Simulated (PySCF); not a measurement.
# C2H7BN (SMILES CB(C)[NH]) at U-r2SCAN/def2-TZVP

Aim: the vertical ionisation energy of C2H7BN at U-r2SCAN/def2-TZVP, from 2 runs. The job is set up through a Python script.

Program for the calculation: PySCF 2.14.0.

**1. The molecule**

C2H7BN: 11 atoms, total charge 0, spin state doublet. As SMILES, `CB(C)[NH]`. The coordinates come from a GFN2-xTB relaxation.

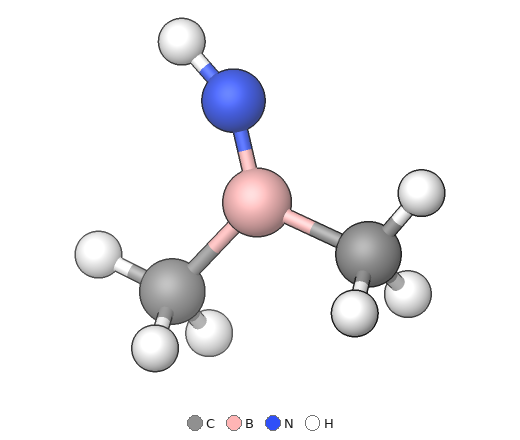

Viewed from a chosen angle; carbon grey, boron pink, nitrogen blue, hydrogen white.

**2. The energy at U-r2SCAN/def2-TZVP**

calc.py reads:

```python
# CB(C)[NH]
from pyscf import gto, dft

system = gto.M(
    atom=[
    ('C', (-0.554350, 1.162510, -0.504900)),
    ('B', (-0.125600, -0.390830, -0.203380)),
    ('C', (0.912590, -0.529840, 1.019240)),
    ('N', (-0.599970, -1.385580, -0.906680)),
    ('H', (-1.263320, 1.229210, -1.321470)),
    ('H', (-0.997970, 1.580270, 0.391940)),
    ('H', (0.337960, 1.724890, -0.756540)),
    ('H', (0.471470, -0.147890, 1.935140)),
    ('H', (1.184510, -1.568390, 1.172320)),
    ('H', (1.815070, 0.040070, 0.819300)),
    ('H', (-1.180390, -1.714430, -1.644960)),
],
    max_memory=1860,
    basis='def2-tzvp',
    verbose=4,
    spin=1,
)

mf = dft.UKS(system)
mf.xc = 'r2scan'
mf.conv_tol = 1e-10
mf.grids.level = 4
mf.kernel()
if not mf.converged:
    mf = mf.newton().run(mf.mo_coeff, mf.mo_occ)

e_final = mf.e_tot
print('E(%s) = %.9f' % ('R2SCAN', e_final))
```

On the command line:

```
$ OMP_NUM_THREADS=1 python calc.py
```

Output:

```text
PySCF version 2.14.0

[INPUT] num. atoms = 11
[INPUT] num. electrons = 31
[INPUT] charge = 0
[INPUT] spin (= nelec alpha-beta = 2S) = 1
[INPUT] symmetry False subgroup None
[INPUT] Mole.unit = angstrom
[INPUT] Symbol           X                Y                Z      unit          X                Y                Z       unit  Magmom
[INPUT]  1 C     -0.554350000000   1.162510000000  -0.504900000000 AA   -1.047569677153   2.196825517068  -0.954122720293 Bohr   0.0
[INPUT]  2 B     -0.125600000000  -0.390830000000  -0.203380000000 AA   -0.237349601245  -0.738561661264  -0.384332499214 Bohr   0.0
[INPUT]  3 C      0.912590000000  -0.529840000000   1.019240000000 AA    1.724545164017  -1.001252489840   1.926084455202 Bohr   0.0
[INPUT]  4 N     -0.599970000000  -1.385580000000  -0.906680000000 AA   -1.133778982955  -2.618366723675  -1.713376882621 Bohr   0.0
[INPUT]  5 H     -1.263320000000   1.229210000000  -1.321470000000 AA   -2.387328807686   2.322870249577  -2.497216381829 Bohr   0.0
[INPUT]  6 H     -0.997970000000   1.580270000000   0.391940000000 AA   -1.885889980532   2.986277502866   0.740659257262 Bohr   0.0
[INPUT]  7 H      0.337960000000   1.724890000000  -0.756540000000 AA    0.638651841058   3.259569695001  -1.429653402278 Bohr   0.0
[INPUT]  8 H      0.471470000000  -0.147890000000   1.935140000000 AA    0.890949175949  -0.279471596562   3.656884612691 Bohr   0.0
[INPUT]  9 H      1.184510000000  -1.568390000000   1.172320000000 AA    2.238399491809  -2.963827556507   2.215363730350 Bohr   0.0
[INPUT] 10 H      1.815070000000   0.040070000000   0.819300000000 AA    3.429985196914   0.075721325811   1.548252613856 Bohr   0.0
[INPUT] 11 H     -1.180390000000  -1.714430000000  -1.644960000000 AA   -2.230613820175  -3.239803159738  -3.108523885865 Bohr   0.0

nuclear repulsion = 106.69256560052
number of shells = 72
number of NR pGTOs = 240
number of NR cGTOs = 166
basis = def2-tzvp
ecp = {}

******** <class 'pyscf.dft.uks.UKS'> ********
method = UKS
initial guess = minao
damping factor = 0
level_shift factor = 0
DIIS = <class 'pyscf.scf.diis.CDIIS'>
diis_start_cycle = 1
diis_space = 8
diis_damp = 0
SCF conv_tol = 1e-10
SCF conv_tol_grad = None
SCF max_cycles = 50
direct_scf = True
direct_scf_tol = 1e-13
number electrons alpha = 16  beta = 15
XC library pyscf.dft.libxc version 7.0.0
    S. Lehtola, C. Steigemann, M. J.T. Oliveira, and M. A.L. Marques.,  SoftwareX 7, 1–5 (2018)
XC functionals = r2scan
    J. W. Furness, A. D. Kaplan, J. Ning, J. P. Perdew, and J. Sun.,  J. Phys. Chem. Lett. 11, 8208-8215 (2020)
    J. W. Furness, A. D. Kaplan, J. Ning, J. P. Perdew, and J. Sun.,  J. Phys. Chem. Lett. 11, 9248-9248 (2020)
    J. W. Furness, A. D. Kaplan, J. Ning, J. P. Perdew, and J. Sun.,  J. Phys. Chem. Lett. 11, 8208-8215 (2020)
    J. W. Furness, A. D. Kaplan, J. Ning, J. P. Perdew, and J. Sun.,  J. Phys. Chem. Lett. 11, 9248-9248 (2020)
radial grids:
    Treutler-Ahlrichs [JCP 102, 346 (1995); DOI:10.1063/1.469408] (M4) radial grids

becke partition: Becke, JCP 88, 2547 (1988); DOI:10.1063/1.454033
pruning grids: <function nwchem_prune>
grids dens level: 4
symmetrized grids: False
atomic radii adjust function: <function treutler_atomic_radii_adjust>
small_rho_cutoff = 0
Set gradient conv threshold to 1e-05
tot grids = 223152
init E= -159.976323960432
[... the frontier-level lines of each cycle are left out ...]


cycle= 1 E= -159.883505509151  delta_E= 0.0928  |g|= 0.385  |ddm|= 1.63
cycle= 2 E= -159.843222381016  delta_E= 0.0403  |g|= 0.478  |ddm|= 0.879
cycle= 3 E= -159.963090942915  delta_E= -0.12  |g|= 0.0335  |ddm|= 0.645
cycle= 4 E= -159.962997303059  delta_E= 9.36e-05  |g|= 0.0387  |ddm|= 0.0535
cycle= 5 E= -159.963685902717  delta_E= -0.000689  |g|= 0.0172  |ddm|= 0.0325
cycle= 6 E= -159.963837747879  delta_E= -0.000152  |g|= 0.00374  |ddm|= 0.0157
cycle= 7 E= -159.963846382402  delta_E= -8.63e-06  |g|= 0.00205  |ddm|= 0.00419
cycle= 8 E= -159.963848970725  delta_E= -2.59e-06  |g|= 0.000572  |ddm|= 0.00192
cycle= 9 E= -159.963849230909  delta_E= -2.6e-07  |g|= 0.000306  |ddm|= 0.00076
cycle= 10 E= -159.963849297346  delta_E= -6.64e-08  |g|= 9.86e-05  |ddm|= 0.000371
cycle= 11 E= -159.963849304738  delta_E= -7.39e-09  |g|= 2.58e-05  |ddm|= 0.00012
cycle= 12 E= -159.963849305273  delta_E= -5.35e-10  |g|= 1.17e-05  |ddm|= 4.03e-05
cycle= 13 E= -159.963849305371  delta_E= -9.71e-11  |g|= 5.36e-06  |ddm|= 1.64e-05
Extra cycle  E= -159.963849305352  delta_E= 1.86e-11  |g|= 8.18e-06  |ddm|= 1.06e-05
converged SCF energy = -159.963849305352  <S^2> = 0.75814849  2S+1 = 2.008132
E(R2SCAN) = -159.963849305
```

It took 3.5 min on 1 thread of Arm Neoverse V1, shared host; peak memory 1.4 GiB.

**3. The singlet cation**

run.py reads:

```python
from pyscf import gto, dft

mol = gto.M(
    atom='''
C     -1.047570     2.196826    -0.954123
B     -0.237350    -0.738562    -0.384332
C      1.724545    -1.001252     1.926084
N     -1.133779    -2.618367    -1.713377
H     -2.387329     2.322870    -2.497216
H     -1.885890     2.986278     0.740659
H      0.638652     3.259570    -1.429653
H      0.890949    -0.279472     3.656885
H      2.238399    -2.963828     2.215364
H      3.429985     0.075721     1.548253
H     -2.230614    -3.239803    -3.108524
''',
    charge=1,
    unit='bohr',
    max_memory=1860,
    basis='def2-tzvp',
    verbose=3,
)

mf = dft.RKS(mol)
mf.xc = 'r2scan'
mf.grids.level = 4
mf.conv_tol = 1e-10
mf.kernel()
if not mf.converged:
    mf = mf.newton().run(mf.mo_coeff, mf.mo_occ)

etot = mf.e_tot
print('E(%s) = %.9f' % ('R2SCAN', etot))
```

On the command line:

```
$ OMP_NUM_THREADS=1 python run.py
```

Output:

```text
converged SCF energy = -159.615298991261
E(R2SCAN) = -159.615298991
```

It took 97 s on 1 thread of Arm Neoverse V1, shared host; peak memory 1.4 GiB.

**4. Results**

Level: U-r2SCAN/def2-TZVP.

| quantity | value |
| --- | --- |
| doublet C2H7BN: total energy | -159.96385 Eh |
| doublet C2H7BN: dipole moment | 0.85 D |
| doublet C2H7BN: HOMO energy (highest over α and β) | -6.32 eV |
| doublet C2H7BN: LUMO energy (lowest over α and β) | -3.89 eV |
| doublet C2H7BN: ⟨S²⟩ | 0.758 |
| singlet cation: total energy | -159.61530 Eh |
| singlet cation: HOMO energy | -14.03 eV |
| singlet cation: LUMO energy | -12.41 eV |
| singlet cation: HOMO–LUMO gap | 1.62 eV |
| vertical ionisation energy (to the singlet cation) | 9.485 eV |

**Reading.** Removing an electron at fixed nuclei costs 9.48 eV (915 kJ/mol). Only the singlet of the ionised species was computed; a triplet could lie lower. Mulliken charges (doublet C2H7BN) run from -0.42 on C3 to +0.25 on H11. Mulliken charges (singlet cation) run from -0.34 on C3 to +0.33 on H11; they depend strongly on the basis.
